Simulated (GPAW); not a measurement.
Consider BaTiO3 (Pm-3m).

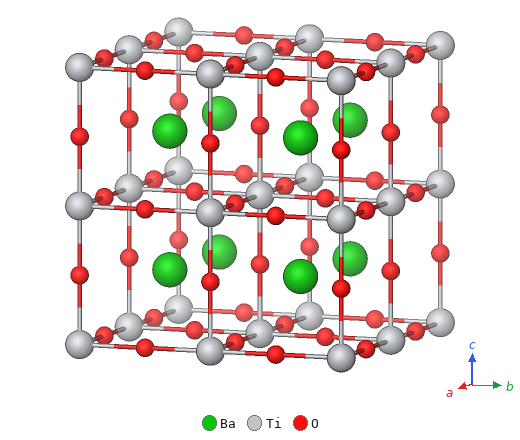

The structure (barium green, titanium light grey, oxygen red). 2×2×2 cells are drawn. Some periodic images of atoms are drawn too.

```xyz
5
Lattice="4.0060 0.0000 0.0000 0.0000 4.0060 0.0000 0.0000 0.0000 4.0060" Properties=species:S:1:pos:R:3 pbc="T T T"
Ba    2.0030    2.0030    2.0030
Ti    0.0000    0.0000    0.0000
O     0.0000    0.0000    2.0030
O     0.0000    2.0030    0.0000
O     2.0030    0.0000    0.0000
```

Absorber: atom 2, with 6 O at 2.00 Å (octahedral, site symmetry m-3m). Method: GPAW, PBE + U (Ti 4 eV), full core hole (charged cell), 20-atom cell with 6.9 Å between holes, 4×4×4 k points, dipole transitions, Gaussian full width 0.94 eV up to 4 eV, rising linearly to 3.5 eV at 25 eV.

Q: Where do the maxima of the Ti K edge fall?

Main maxima up to 30 eV above the zero (height): 5.2 eV (0.47), 13.7 eV (2.50), 18.8 eV (2.06) and 24.9 eV (2.01). A K edge sees empty p states. The first eV above the zero hold little dipole weight, as the lowest empty bands are of d character; the main edge, of 4p character, rises through 0.6 near 11 eV above the zero. The total-energy difference plus the lowest empty eigenvalue puts the zero at 4985.96 eV. One term is added: -22.82 eV, since the hole is spin-paired here and a spin-polarised one costs that much less in the free atom (computed apart). The photon energy is then 4963.14 eV. The tabulated edge of the element is 4966 eV. The functional and the charged cell's background leave an error of a few eV in such absolute values.

The Ti K spectrum (energy from the lowest empty level; intensity scaled to a mean of 1 over the first 20 eV):

```tsv
E (eV)	intensity
-2.0	0.00
-0.5	0.00
1.0	0.01
2.5	0.06
4.0	0.20
5.5	0.43
7.0	0.19
8.5	0.16
10.0	0.17
11.5	0.80
13.0	2.32
14.5	2.43
16.0	2.25
17.5	1.97
19.0	2.05
20.5	1.77
22.0	1.72
23.5	1.92
25.0	2.01
26.5	1.90
28.0	1.60
29.5	1.28
31.0	1.21
```

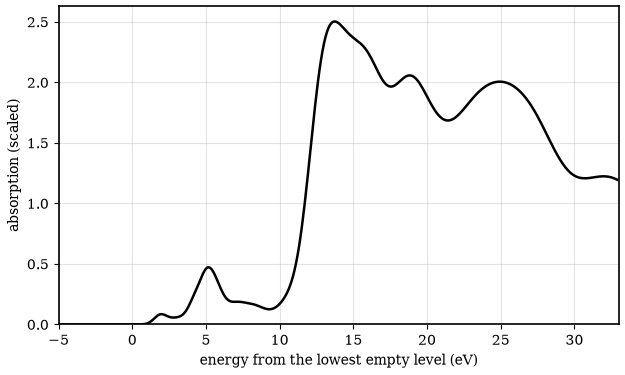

The Ti K edge.

Quadrupole 1s→3d transitions, which feed the pre-edge, are not in the dipole spectrum. The mesh is coarse (0.28 Å⁻¹ between points), so small maxima may be mesh ripples. Lifetime broadening is put in by hand, and intensities beyond about 20 eV depend on it and on the partial waves. The structure is a published determination, not relaxed.

[Banner, clock and machine lines of the logs are left out without a mark of their own.]

[Logs are printed without paths, hosts, clocks, repeated set-up lines and the standing remarks that a program may print on its own settings, such as how far it seeks lower states.]

[Hosts, paths, dates, database ids (printed as entryN), source tags and the programs' standing remarks are cut or masked in the printed files.]

[Lists of maxima count a maximum above −3 eV only where it reaches 4 % of the highest in the window and stands out from its surroundings by 2 % of it (1.5 % where it reaches 55 %); shoulders and weaker maxima are passed over, and of the rest the first, up to two pre-edge ones and the few strongest are named.]
